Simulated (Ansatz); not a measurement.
C₂H₂P (doublet)

The calculation's input:

```
crystal:
  periodic: [false, false, false]
  atoms:
    - symbol: C
      position_ang: [-2.921611, 2.809090, 1.047804]
    - symbol: C
      position_ang: [-2.775420, 1.602367, 0.890937]
    - symbol: P
      position_ang: [-2.413388, -0.086811, 0.733264]
    - symbol: H
      position_ang: [-3.061976, 3.866910, 1.180498]
    - symbol: H
      position_ang: [-3.685578, -0.435602, 0.170839]
basis:
  gaussian:
    orbitals: def2-TZVPD
magnetization:
  spin_polarized: true
  initial_magnetization: 1
hamiltonian:
  xc: {name: PBE0}
output:
  forces: true
  orbitals: {seedname: orbitals}
```

Command:

```sh
ansatz run input.yaml --threads 1 --pin off --max-ram 2610MiB --events-out events.jsonl --progress --plain --runs-dir runs
```

Geometry: PBE0-D3(BJ)/def2-SVP.

The calculation used Ansatz 0.2.0, isolated molecule in a Gaussian basis; Kohn-Sham density functional theory, functional PBE0.

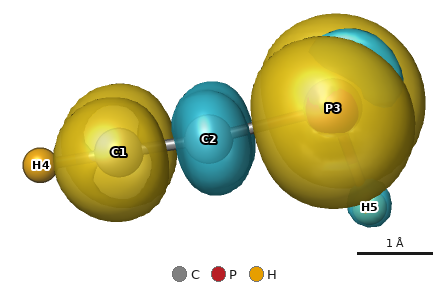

Figure 1. Isosurfaces of the spin density at +0.02 (yellow) and −0.02 e/Å³ (cyan), seen at a tilt.

Where is the unpaired spin?

The unpaired spin (1 electron) lies mostly on P3 (about 0.7) and C1 (about 0.3), in electrons by Hirshfeld's partition.

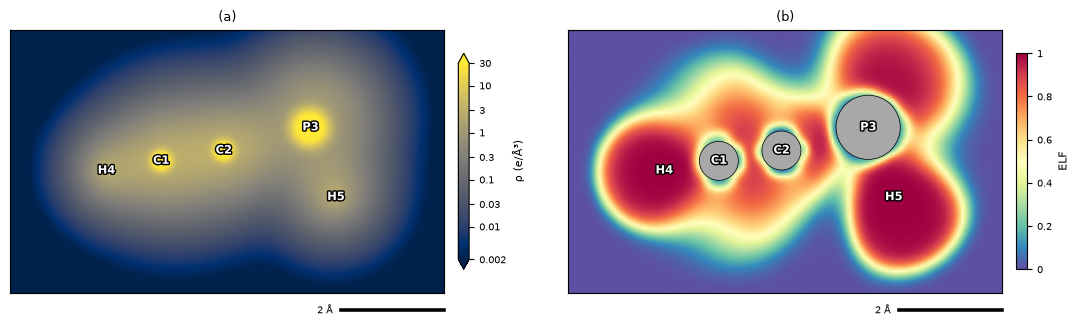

Figure 2. (a) electron density; (b) ELF on the molecular plane. Grey discs cover the atomic cores in the ELF map.

Interpret the plot.

- The plane passes through C, P and H nuclei.
- C–C (1.23 Å): ρ is about 2.7 e/Å³ halfway; the ELF peaks at about 0.85 between the atoms: a multiple bond.
- C–P (1.73 Å): ρ at the midpoint is about 1.3 e/Å³; the ELF peaks at about 0.95 between the atoms; a covalent bond.
- C–H (1.08 Å): ρ at the midpoint is about 2.1 e/Å³; the ELF climbs to about 1 towards the hydrogen, as it does in any bond to H: an ordinary covalent bond to hydrogen.
- P–H (1.43 Å): ρ at the midpoint is about 1.1 e/Å³; the ELF climbs to about 1 towards the hydrogen.
- The ELF also peaks beside P3, away from the bonds: non-bonding electrons, paired or unpaired.

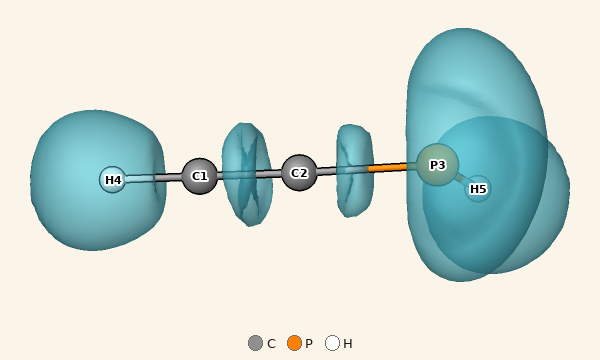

Figure 3. Isosurface of the electron localisation function at 0.85 (cyan), seen from one side. Only the valence region is drawn (cores and ρ < 0.01 e/Å³ removed).

What do the ELF domains correspond to?

The surface consists of one region between bonded C–C atoms (shared pairs), one region between bonded C–P atoms (shared pairs), two regions around hydrogen nuclei and one lobe on P, pointing away from the bonds (non-bonding electrons).
